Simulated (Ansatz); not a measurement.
**C3H7NSi: geometry relaxation (part 2 of 2)**

C3H7NSi; RKS BHLYP/6-31G* (Ansatz 0.2.0). It belongs to a series of runs on one base structure; here: end point A relaxed.

Geometry of the input (Å):
```
C  -1.1715  1.8768  1.7068
C  -0.6662  0.8537  1.2051
C  -0.1388  -0.2040  0.6966
N  0.2315  -0.2786  -0.6306
Si 0.9688  -1.4334  -1.5782
H  -0.6170  2.7281  2.1243
H  -2.2708  2.0374  1.6858
H  0.1859  -1.0451  1.3237
H  -0.0311  0.5900  -1.0856
H  0.6993  -2.7749  -0.9909
H  2.4029  -1.1148  -1.4930
H  0.4840  -1.2904  -2.9300
```

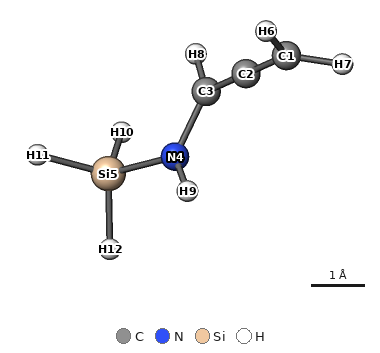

The geometry at step 5 of the log (ball-and-stick view, seen at a tilt; atoms are numbered from 1 in the order of the input).

## Trajectory as extended XYZ, continued
```
12
Properties=species:S:1:pos:R:3:forces:R:3 step=2 energy=-12587.37993
C    -1.2117    1.9627    1.7017   -1.3751   0.4207   1.1750
C    -0.6548    0.9091    1.2080    0.3831  -0.2678   0.1500
C    -0.0804   -0.1419    0.6985   -0.2943  -1.0279   0.1823
N     0.2255   -0.2547   -0.6555   -0.6328   0.9348   0.0797
Si    1.0123   -1.4469   -1.5682    0.7896  -0.6485  -0.1317
H    -0.6706    2.7813    2.1719    0.0647  -0.1819  -0.2715
H    -2.3128    1.9985    1.8739    0.9608   0.1138  -0.5352
H     0.0481   -1.0639    1.2954    0.1849   0.8750  -0.3610
H    -0.0225    0.5962   -1.1364    0.0876  -0.1747  -0.1035
H     0.7361   -2.7898   -1.0113    0.0014   0.0828   0.0221
H     2.4869   -1.2465   -1.5962   -0.1013  -0.1635  -0.0634
H     0.5209   -1.3591   -2.9478   -0.0685   0.0372  -0.1428
12
Properties=species:S:1:pos:R:3:forces:R:3 step=3 energy=-12587.52928
C    -1.1937    1.9482    1.8095   -0.2805   0.0537   0.1221
C    -0.6787    0.9143    1.2150    0.0128   0.0717  -0.0503
C    -0.1742   -0.1274    0.6166    0.1898  -0.3835   0.2717
N     0.1018   -0.2510   -0.7448   -0.0665   0.0485  -0.1459
Si    1.0508   -1.4578   -1.5520   -0.1015   0.1570   0.0668
H    -0.5680    2.7319    2.2338   -0.2478  -0.1584  -0.0742
H    -2.2782    2.0494    1.9179    0.4740   0.1033  -0.0117
H     0.0522   -1.0105    1.2127   -0.0335   0.2184  -0.1943
H    -0.1641    0.5625   -1.2735    0.0222  -0.0768   0.0006
H     0.7969   -2.7779   -0.9405   -0.0755   0.0376  -0.0205
H     2.5119   -1.2365   -1.4957    0.0346   0.0128  -0.0192
H     0.6204   -1.4004   -2.9648    0.0719  -0.0842   0.0548
12
Properties=species:S:1:pos:R:3:forces:R:3 step=4 energy=-12587.53961
C    -1.1840    1.9343    1.8117   -0.1328   0.0520   0.0723
C    -0.6691    0.9068    1.2067   -0.0207   0.0628   0.1050
C    -0.1730   -0.1344    0.6018   -0.0032  -0.0890   0.1331
N     0.0768   -0.2384   -0.7653    0.1230  -0.1377  -0.1079
Si    1.0453   -1.4440   -1.5398   -0.0274   0.0579  -0.0437
H    -0.5610    2.6979    2.2680   -0.1551  -0.0609  -0.0908
H    -2.2624    2.0599    1.8934    0.2683   0.0331   0.0444
H     0.0508   -1.0245    1.1810   -0.0425   0.1113  -0.1307
H    -0.1670    0.5813   -1.2909   -0.0436   0.0239   0.0374
H     0.7945   -2.7439   -0.8900   -0.0482  -0.0005   0.0047
H     2.5045   -1.2059   -1.4906    0.0295   0.0097  -0.0040
H     0.6216   -1.4443   -2.9521    0.0527  -0.0627  -0.0198
12
Properties=species:S:1:pos:R:3:forces:R:3 step=5 energy=-12587.54206
C    -1.1808    1.9261    1.8272   -0.0803   0.0494   0.0382
C    -0.6744    0.9086    1.1988   -0.0084   0.0339   0.0254
C    -0.1821   -0.1235    0.5750    0.1035  -0.2747   0.1106
N     0.0772   -0.2208   -0.7939   -0.0061  -0.1486   0.2456
Si    1.0482   -1.4390   -1.5415    0.0007  -0.0098  -0.0044
H    -0.5548    2.6867    2.2800   -0.0879  -0.0464  -0.0409
H    -2.2539    2.0547    1.9290    0.1475   0.0191   0.0176
H     0.0438   -1.0249    1.1357   -0.0564   0.1493  -0.0434
H    -0.1859    0.5998   -1.2955   -0.0309   0.2171  -0.2877
H     0.7863   -2.7138   -0.8474   -0.0427  -0.0105  -0.0052
H     2.5073   -1.2077   -1.4759    0.0351   0.0347  -0.0283
H     0.6461   -1.5015   -2.9574    0.0260  -0.0134  -0.0275
12
Properties=species:S:1:pos:R:3:forces:R:3 step=6 energy=-12587.54361
C    -1.1781    1.9203    1.8318   -0.0087   0.1169  -0.0986
C    -0.6696    0.9013    1.2061   -0.0471   0.0408   0.1142
C    -0.1802   -0.1340    0.5846   -0.0243  -0.0613   0.0683
N     0.0685   -0.2249   -0.7860    0.0478  -0.1506   0.0208
Si    1.0471   -1.4359   -1.5364   -0.0094  -0.0143  -0.0716
H    -0.5551    2.7067    2.2443   -0.0837  -0.1138   0.0352
H    -2.2501    2.0486    1.9363    0.1118  -0.0010   0.0212
H     0.0351   -1.0363    1.1450    0.0195   0.1094  -0.0537
H    -0.1752    0.5997   -1.2998   -0.0327   0.0891  -0.0485
H     0.7726   -2.7168   -0.8585    0.0095  -0.0076   0.0060
H     2.5062   -1.1936   -1.4768    0.0099  -0.0014   0.0196
H     0.6558   -1.4903   -2.9566    0.0075  -0.0063  -0.0129
12
Properties=species:S:1:pos:R:3:forces:R:3 step=7 energy=-12587.54691
C    -1.1680    1.9313    1.8284   -0.0131  -0.0143  -0.0061
C    -0.6764    0.9043    1.2032   -0.0028   0.0099  -0.0125
C    -0.1999   -0.1370    0.5802    0.0236   0.0094  -0.0696
N     0.0403   -0.2453   -0.7943    0.0034   0.0365   0.0175
Si    1.0520   -1.4366   -1.5391   -0.0190   0.0140   0.0251
H    -0.5357    2.6925    2.2637    0.0141   0.0143   0.0048
H    -2.2338    2.0724    1.9456   -0.0052  -0.0004   0.0058
H     0.0233   -1.0303    1.1445   -0.0015  -0.0280   0.0157
H    -0.2063    0.5788   -1.3141    0.0012  -0.0357   0.0252
H     0.7946   -2.7240   -0.8658    0.0059  -0.0052  -0.0088
H     2.5063   -1.1674   -1.4534   -0.0104  -0.0025  -0.0006
H     0.6805   -1.4939   -2.9649    0.0039   0.0021   0.0035
12
Properties=species:S:1:pos:R:3:forces:R:3 step=8 energy=-12587.54729
C    -1.1717    1.9318    1.8261    0.0004  -0.0008  -0.0002
C    -0.6746    0.9063    1.2028    0.0026  -0.0026   0.0013
C    -0.1901   -0.1335    0.5832   -0.0027  -0.0003  -0.0032
N     0.0462   -0.2443   -0.7900    0.0012   0.0071   0.0012
Si    1.0495   -1.4387   -1.5386    0.0006   0.0030  -0.0027
H    -0.5429    2.7009    2.2539   -0.0003  -0.0009   0.0016
H    -2.2381    2.0641    1.9497   -0.0011   0.0017   0.0002
H     0.0397   -1.0243    1.1506    0.0023   0.0031   0.0055
H    -0.2111    0.5745   -1.3113   -0.0008  -0.0065  -0.0050
H     0.7824   -2.7323   -0.8811   -0.0008  -0.0017  -0.0036
H     2.5051   -1.1817   -1.4450   -0.0038  -0.0011   0.0016
H     0.6827   -1.4780   -2.9662    0.0023  -0.0008   0.0032
```

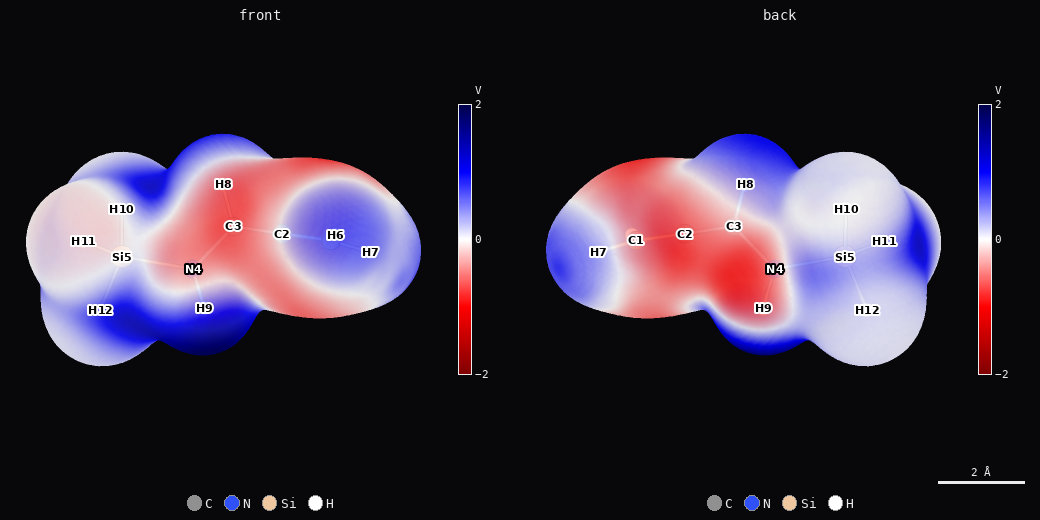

The electrostatic potential painted on the density surface at 0.002 e/bohr³, seen at a tilt and from behind; red is negative and blue positive.

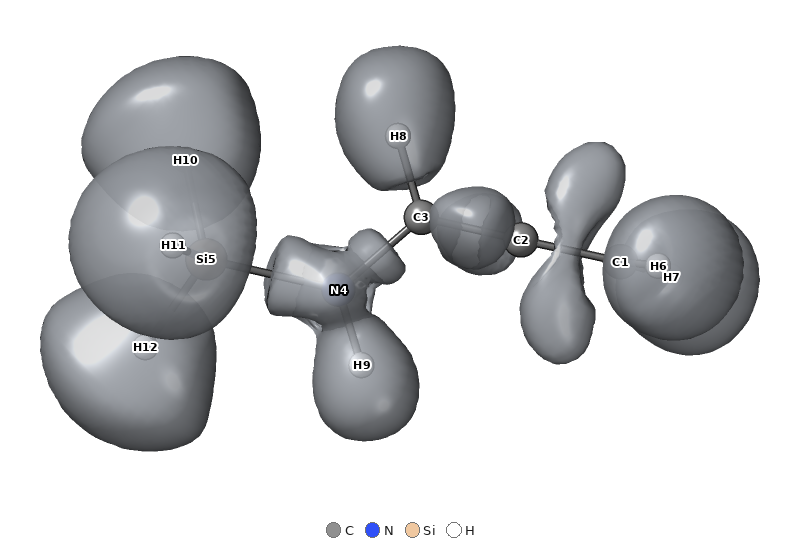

Isosurface of the electron localisation function at 0.75 (grey), seen face on. Only the valence region is drawn (cores and ρ < 0.01 e/Å³ removed). Along the contacts the grid gives the following. C–C (1.30 Å): the ELF peaks at about 0.90 between the atoms (a multiple bond by its length, whose ELF region spreads away from the axis).

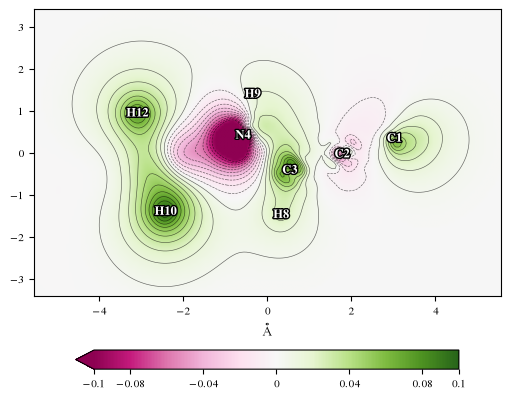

The HOMO on the plane of atoms N4, C3 and H8 (values in Å⁻³ᐟ²; the overall sign is arbitrary). By Hirshfeld shares it lies mainly on C2 (30 %), N4 (25 %) and C3 (20 %). Its energy is −6.80 eV.

## Summary

```tsv
quantity	value
outcome	converged
total energy	−12587.5475 eV
mean-field energy	−12587.5475 eV
largest force (length of the vector) at the end	0.008 eV/Å
hardware	2 threads of Arm Neoverse V1, 24 GiB of memory available, shared host
wall time	23 s (CPU time 45 s)
peak memory	0.2 GiB
```
